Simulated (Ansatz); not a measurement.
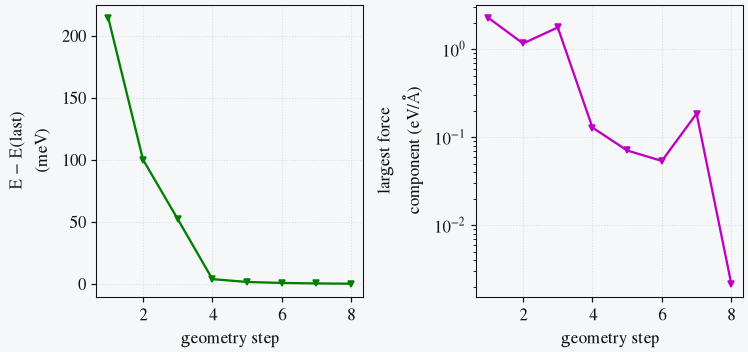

History of a geometry optimisation.

```
crystal:
  periodic: [false, false, false]
  atoms:
    - {symbol: F, position_ang: [0.265700, -0.039700, -2.657700]}
    - {symbol: C, position_ang: [0.045800, 0.028300, 0.084300]}
    - {symbol: C, position_ang: [-0.164900, 0.008500, 1.264700]}
    - {symbol: H, position_ang: [0.154700, 0.017600, -1.004500]}
    - {symbol: H, position_ang: [-0.301300, -0.014700, 2.313200]}
basis:
  gaussian: {orbitals: def2-SVPD}
total_charge: -1
hamiltonian: {xc: pbe, dispersion: d4}
relax: {f_tol: 0.03, max_steps: 250}
```

Run as:
```bash
ansatz run in.yaml --threads 2 --pin off --events-out ev --progress --plain --max-ram 5222MiB
```

### How did the optimisation end?

The optimisation met its thresholds at geometry 8, counting the start as the first. The energy fell by about 210 meV from the first step to the last. The largest force component goes from about 2.3 eV/Å at the start to 2.2 × 10⁻³ eV/Å at the end.

### By which step was nine tenths of the energy gained?

By step 4 of 8.
